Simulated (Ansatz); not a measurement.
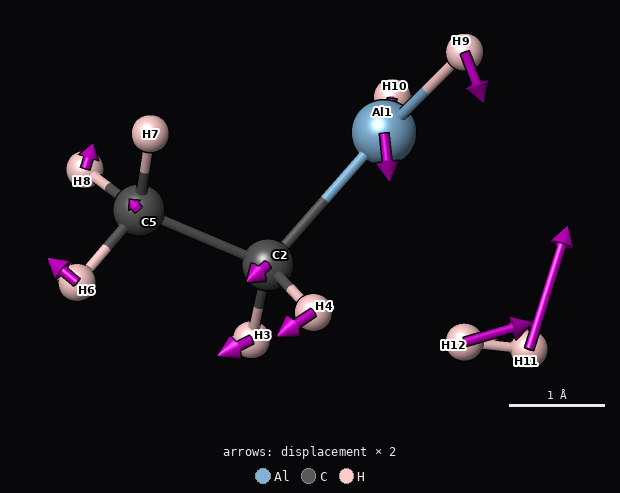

This is a relaxation of C₂H₉Al. The starting structure is drawn; purple arrows show the displacements, magnified 2 times. The two geometries are superimposed by the best rigid fit.

The picture is a ball-and-stick view, seen at a tilt.

The run prepares an end point of a later path (reaction) calculation, from a guessed geometry.

Level of theory: Ansatz, RKS r2SCAN-D4/def2-SVP. Settings: no spin polarisation; force threshold 0.03 eV/Å; at most 50 steps.

Q: Which element moves most?

A: Hydrogen: up to 0.71 Å, against 0.27 Å for aluminium.

Q: Describe the change and its energy.

A: The atom that moves furthest after the best rigid fit is H11 (0.71 Å). By element the largest moves are H 0.71 Å, Al 0.27 Å, C 0.17 Å. Among the contacts that change: Al1–H11 2.755 → 2.206 Å, Al1–H12 2.363 → 2.177 Å, H11–H12 0.720 → 0.767 Å. After 7 accepted moves (8 points after the start) the energy has fallen by 4.12 kcal/mol. Largest force component: 1.3 eV/Å at the start, 0.03 eV/Å at the end. The line search rejected the trial step at point 5 of the run.

Limits of the set-up: the start holds two separate molecules, 2.2 Å apart at their closest, whose relative position is a soft coordinate.
